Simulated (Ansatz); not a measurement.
# C2H12O4Si3: molecular dynamics (part 3 of 3)

Continued. System: C2H12O4Si3. Method: RKS PBE0-D4/STO-3G (Ansatz 0.2.0). It belongs to a series of runs on one base structure; here: dynamics from the start.

Geometry of the input (Å):
```
Si -0.4096  -0.2229  -0.1816
O  -0.8610  -0.7556  1.3364
Si -0.6925  0.2468  2.6909
H  -1.4981  1.4451  2.5734
H  -1.1460  -0.5220  3.8261
H  0.6861  0.6403  2.8997
O  1.2226  0.2354  -0.2846
C  2.0978  -0.9012  -0.0754
H  1.9567  -1.7087  -0.8239
H  3.1392  -0.5430  -0.1670
H  1.9941  -1.3609  0.9306
O  -1.1659  1.2234  -0.6521
C  -2.5930  1.0348  -0.8235
H  -3.1168  0.7457  0.1127
H  -3.0205  1.9987  -1.1544
H  -2.8475  0.2761  -1.5927
O  -0.7874  -1.5058  -1.1772
Si -1.4697  -2.8847  -0.4605
H  -0.5874  -3.5106  0.5020
H  -2.7435  -2.6151  0.1731
H  -1.6867  -3.8081  -1.5500
```

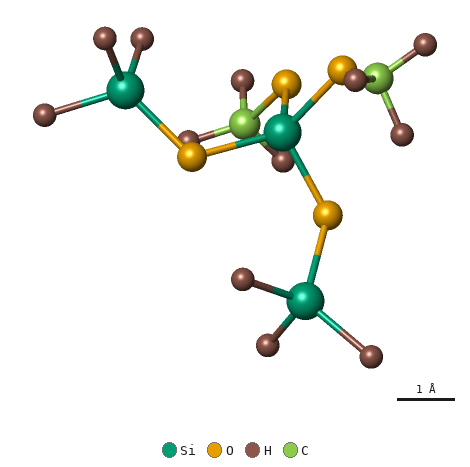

Figure 1. The geometry at step 90 of the log (ball-and-stick view, seen at a tilt).

Trajectory as extended XYZ, continued
```
21
Properties=species:S:1:pos:R:3:forces:R:3 step=45 time_fs=45.0 energy=-33655.25018 temperature=1764.1
Si   -0.3816   -0.2927   -0.4029   -0.7295  -5.0318   1.0285
O    -0.9462   -0.4169    1.1091    0.7990  -4.6583  -2.5180
Si   -0.9352    0.4361    2.3986   -2.2718   1.1452   3.7707
H    -1.8909    1.5340    2.0566    0.4200  -0.4325   1.2269
H    -1.4197   -0.6153    3.4836    0.8768   2.2778  -1.2411
H     0.3460    1.0467    2.5942    0.4794   0.1130   0.6483
O     1.2688   -0.1315   -0.4915   -0.0863   2.5712  -1.1093
C     1.8684   -1.1724    0.2247   -0.2797  -7.6382 -10.3079
H     1.3414   -2.2537    0.3802    1.3023   3.2413  -0.8461
H     2.9005   -1.3693   -0.2745   -1.8248  -0.2327   0.2787
H     2.1567   -0.9129    1.0550    3.2980   3.9378  12.0998
O    -1.2272    1.0819   -0.5744   -3.7748   5.0193  -3.5462
C    -2.7144    1.2420   -0.9307   -1.9105  -4.3231   1.7566
H    -3.2082    0.1034   -0.6524    1.2700   3.7253  -1.5809
H    -3.3846    1.9004   -0.2507    2.3677  -0.5241  -0.0419
H    -3.1403    1.6193   -1.9471    2.0606  -1.1634   0.8531
O    -0.2811   -1.9414   -0.9598    0.2609   2.2563  -1.5633
Si   -0.9849   -3.2527   -0.2595   -2.2850   2.1708   1.3933
H    -0.5869   -3.4453    1.0890   -0.1177   0.4210   1.0767
H    -2.3672   -2.8587   -0.4464   -0.4977  -0.9278   0.5941
H    -0.7562   -4.5368   -0.6604    0.6429  -1.9473  -1.9720
21
Properties=species:S:1:pos:R:3:forces:R:3 step=60 time_fs=60.0 energy=-33656.31521 temperature=2672.2
Si   -0.3587   -0.4698   -0.3404   -0.3009   3.7003   1.4715
O    -1.1290   -0.5850    1.1404   -0.3723   0.4422   3.3157
Si   -1.1414    0.6246    2.4859    2.3099  -0.8402   1.0254
H    -1.8932    1.8538    2.4217   -0.2326   0.0139  -0.9917
H    -1.5705    0.2521    3.9524    0.5115  -0.5498  -2.6825
H     0.3167    1.0491    2.7083   -1.7145  -0.4979  -0.4628
O     1.3239   -0.0861   -0.6010    0.3029  -0.9238   1.9309
C     2.0901   -1.1513    0.2024   -2.4207   6.1021   4.2455
H     1.4868   -2.0239    0.1797   -0.1674  -2.0732   0.1440
H     3.0140   -1.1785   -0.2937    2.4370  -0.7697  -0.7030
H     2.2520   -0.7285    1.5100   -0.4976  -1.8283  -5.1514
O    -1.2136    1.0328   -0.7328    5.8481  -2.3014   1.0163
C    -2.5454    0.9666   -0.9431   -3.1780   5.0979   0.2095
H    -3.2727    0.2499   -1.0335   -1.7209  -4.7771   2.0045
H    -3.0875    1.8281   -0.3821    0.8709  -1.3418  -0.7170
H    -2.6404    1.1905   -1.9527   -0.6284   2.1888  -3.6758
O    -0.3184   -1.9418   -0.9986   -1.0739  -3.8425  -0.4100
Si   -0.8402   -3.4335   -0.1763   -0.9410   3.4344   0.4572
H    -0.8625   -3.0164    1.2656    0.5608  -1.1001  -0.9659
H    -2.2220   -3.6542   -0.4762   -0.4624  -0.0138  -0.2068
H    -0.2033   -4.6082   -0.6788    0.8697  -0.1199   0.1466
21
Properties=species:S:1:pos:R:3:forces:R:3 step=75 time_fs=75.0 energy=-33655.53884 temperature=2270.9
Si   -0.3321   -0.5344   -0.1371    1.3287  -1.7939  -1.5999
O    -1.2620   -0.7770    1.4160    2.2383   1.6155  -2.1321
Si   -1.2953    0.7073    2.4280    4.0417  -3.3957  -0.1455
H    -1.9415    1.6395    1.6903   -1.5179   2.3447  -1.0346
H    -2.0146   -0.0354    3.3709   -0.9115   0.4800   1.7167
H     0.1043    1.2144    2.9119   -2.2242  -0.7616  -0.6974
O     1.4431   -0.0850   -0.5363   -3.4172  -1.2035   0.7725
C     2.3504   -1.0561    0.0522    2.4285   3.1875   0.8888
H     2.2327   -2.1274   -0.0947   -0.4891  -0.7388  -0.4990
H     3.3746   -0.7041   -0.3984   -1.6460  -1.2182   1.1080
H     2.3737   -0.8391    1.1727    0.4649  -0.7270  -0.9130
O    -0.9037    0.9328   -0.9084   -3.0737  -0.1223  -1.0390
C    -2.6441    0.8881   -1.0903    7.4576  -2.4369   0.7723
H    -2.4744    0.2103   -0.2486   -2.8111  -1.2852  -0.0273
H    -2.9033    1.8338   -0.5502   -0.8011  -0.0011  -2.1808
H    -2.7446    0.3289   -2.1622   -0.7805   2.5599   3.0499
O    -0.3375   -2.2126   -1.0521   -0.8487   4.5874   1.9932
Si   -0.7993   -3.5594   -0.1344    1.9786  -2.5612  -1.0382
H    -0.4890   -3.7318    1.2537   -0.1860   0.6976   0.5931
H    -2.1041   -4.1942   -0.3482    0.2408   0.6080  -0.1302
H     0.2880   -4.4277   -0.7346   -1.4720   0.1648   0.5423
21
Properties=species:S:1:pos:R:3:forces:R:3 step=90 time_fs=90.0 energy=-33657.11718 temperature=2783.6
Si   -0.2237   -0.6277   -0.0668   -1.4753   0.2190  -1.7835
O    -1.1392   -0.8240    1.3492    0.7843  -0.1999   0.1524
Si   -1.4105    0.5295    2.3099   -2.0845   3.5032   1.2122
H    -1.6393    1.7659    1.4439    0.2964  -1.5028   0.8956
H    -2.5829    0.5044    3.2695    0.6738  -0.8342  -1.6131
H    -0.5003    0.9948    3.3348    1.0315  -0.5772  -0.5143
O     1.3533   -0.1338   -0.3716    3.5258   0.0662   1.8141
C     2.5936   -0.9485   -0.0360   -1.9262  -3.2777   1.8885
H     2.4451   -1.9525   -0.4440   -0.5108  -0.5440  -0.8199
H     3.4582   -0.6467   -0.5454    1.5177   1.9957  -1.6839
H     3.1157   -1.3570    0.9632   -2.4476   2.4150  -0.8014
O    -0.9042    0.7802   -1.0259    3.9897  -3.0357   3.5244
C    -2.2958    0.6840   -1.0897   -0.1686   2.7802  -3.9061
H    -3.0450    0.6166   -0.3619   -1.0221  -1.4911   2.7546
H    -2.4925    1.6849   -1.4451   -0.8919   1.4812  -0.3345
H    -2.5209    0.1673   -1.9996   -1.2582  -1.9190  -0.7060
O    -0.4362   -2.0809   -0.8798    0.2344  -2.8064   0.5471
Si   -0.6786   -3.7578   -0.1256   -1.5534   1.7596  -1.6899
H    -0.5547   -3.5546    1.3327    0.4970  -0.6873  -0.6264
H    -2.1624   -3.8806   -0.3491    1.2775  -0.2225   0.2521
H    -0.0851   -5.0825   -0.8366   -0.4896   2.8777   1.4379
21
Properties=species:S:1:pos:R:3:forces:R:3 step=105 time_fs=105.0 energy=-33655.81522 temperature=2143.2
Si   -0.2088   -0.6468   -0.1198    2.7386  -5.7345   0.6714
O    -0.9761   -0.9287    1.2666   -2.2591   1.4057   1.6748
Si   -1.5469    0.3824    2.3380   -0.5567  -2.6291  -2.1199
H    -0.8516    1.6148    1.8977   -1.3149  -0.0804   0.2733
H    -3.1193    0.0975    2.6049    3.0112   1.1702  -0.4612
H    -0.6514   -0.1983    3.2276    0.2845   0.3185   2.8108
O     1.4202   -0.1926    0.0113   -2.3369   0.7193  -1.4200
C     2.5665   -1.0147   -0.2408    0.8690  -0.1058   0.8328
H     2.6125   -2.0769   -0.8007   -0.5707   2.9423   0.7390
H     3.3411   -0.2181   -0.5465   -0.5269  -1.9244  -0.4519
H     2.7583   -1.1818    0.8201    1.7680  -1.4682   0.5289
O    -0.7241    0.6726   -0.8168   -2.9928   4.1191  -5.1071
C    -2.1534    0.7022   -1.2505   -4.3079  -2.9351   0.8331
H    -2.5979    0.2344   -0.2672   -0.6518   2.4064  -1.3503
H    -2.6943    1.6508   -1.7310    2.3968  -1.1049   2.3809
H    -2.8307   -0.0689   -1.9564    3.8799   1.0196   0.8450
O    -0.3659   -2.2105   -0.7516    0.2307   2.1191  -1.2181
Si   -0.7087   -3.7047   -0.1826    2.7368  -2.6982   1.9552
H     0.0067   -3.9652    1.2403   -1.6102   0.5556  -2.4094
H    -2.1367   -4.1492   -0.1007    0.9623   0.5540  -0.2203
H     0.1440   -4.6515   -1.1085   -1.7501   1.3507   1.2130
21
Properties=species:S:1:pos:R:3:forces:R:3 step=120 time_fs=120.0 energy=-33657.28572 temperature=2411.2
Si   -0.1376   -0.7636   -0.0854   -1.4415   6.7078   3.5789
O    -0.8744   -1.0313    1.4877    1.7589  -0.5314  -1.7039
Si   -1.5825    0.1499    2.4089   -1.9829   3.4137  -1.3086
H    -1.3516    1.5768    2.6784    1.5405  -0.3280  -1.0278
H    -2.8364    0.4172    1.7208   -0.3296  -0.6430   0.3869
H    -1.7712   -0.0707    3.7559   -0.3294  -1.8874   1.7259
O     1.4177   -0.0525    0.2905    1.8010  -3.0357  -0.6245
C     2.4434   -1.1323   -0.1797   -0.8486   0.9961  -0.4156
H     1.9053   -1.5688   -1.0787    1.1903  -0.9349   1.1154
H     3.3407   -0.6513   -0.6331   -0.3521   0.4290   0.4474
H     2.9059   -1.8950    0.5849   -1.7940   1.3130  -1.2266
O    -0.7746    0.8549   -0.8651    1.1103  -3.6912   3.0593
C    -2.1000    0.6529   -1.4421   -0.8613   3.3616   5.2247
H    -3.0561    0.3142   -0.9221    1.5441   0.2603   0.1890
H    -2.2379    1.6358   -1.8187   -1.3175   1.6906  -0.7647
H    -1.9069    0.1007   -2.2118    0.3077  -5.0049  -6.5952
O    -0.3209   -2.1502   -0.8014   -0.1321  -4.1513  -0.9209
Si   -0.7035   -3.7462   -0.1475    0.2241   0.6431  -0.2349
H     0.0363   -4.3628    1.1019   -1.1972   1.4170  -1.9245
H    -2.1690   -3.8402   -0.1563    0.4621   0.2465   0.8784
H    -0.4616   -4.5426   -1.3256    0.6473  -0.2709   0.1414
21
Properties=species:S:1:pos:R:3:forces:R:3 step=135 time_fs=135.0 energy=-33654.92032 temperature=1737.2
Si   -0.2470   -0.6547    0.1465    1.3291  -1.8684  -3.0884
O    -0.7233   -1.1414    1.6562   -1.1953  -0.8621  -0.6754
Si   -1.6817    0.0182    2.4987    1.9764  -2.5683  -0.5071
H    -0.4955    0.7596    2.4653    0.0935   2.8230   1.4446
H    -2.8347    0.3688    1.8119   -1.3212   1.0674  -0.8508
H    -2.0582   -0.8105    3.5778   -0.2836   0.2657   1.3644
O     1.5275   -0.0772    0.3756   -4.5110   1.0069  -1.2303
C     2.1532   -1.1587   -0.2672    3.6281  -2.9918   0.5589
H     1.8650   -1.7745   -1.1393   -1.0728   1.2116  -0.6598
H     3.2460   -1.0588   -0.3721    0.1887   1.3452  -0.5814
H     2.1990   -1.9205    0.4834   -0.1772  -2.0049   1.1881
O    -0.8579    0.7829   -0.7295    0.8883  -0.1678  -1.1392
C    -1.9599    0.6425   -1.8268    0.8464  -2.0064   2.4484
H    -2.6551    0.4164   -0.9769   -1.5707  -1.2525  -2.0605
H    -2.3679    1.7033   -2.1308    1.8661  -2.1204  -0.4209
H    -1.7271   -0.3099   -2.6868   -1.2127   3.9271   2.9759
O    -0.4040   -2.2205   -0.8697   -0.0450   0.7191   1.0385
Si   -0.7858   -3.9071   -0.2025    0.8175   7.6687   5.2856
H     0.2205   -4.0734    0.8990   -0.5436  -0.5935  -1.1515
H    -1.9769   -3.5434    0.7130    0.6146  -1.5378  -1.8014
H    -0.5462   -4.7223   -1.2545   -0.3156  -2.0610  -2.1377
```

Key numbers

| quantity | value |
| --- | --- |
| outcome | finished |
| mean temperature over the second half | 2303 K |
| trajectory | 135 steps, 135 fs |
| ensemble | nvt_langevin |
| temperature in the input | 3000.0 K |
| time step | 1.0 fs |
| potential energy (last step) | −33654.9203 eV |
| mean-field energy (last step) | −33654.4020 eV |
| largest force (length of the vector) (last step) | 9.350 eV/Å |
| wall time | 21 min |
| peak memory | 0.22 GiB |

Remarks

So short a trajectory is not equilibrated. The logged temperature at the start can lie below the typed one, since it is counted over all degrees of freedom.
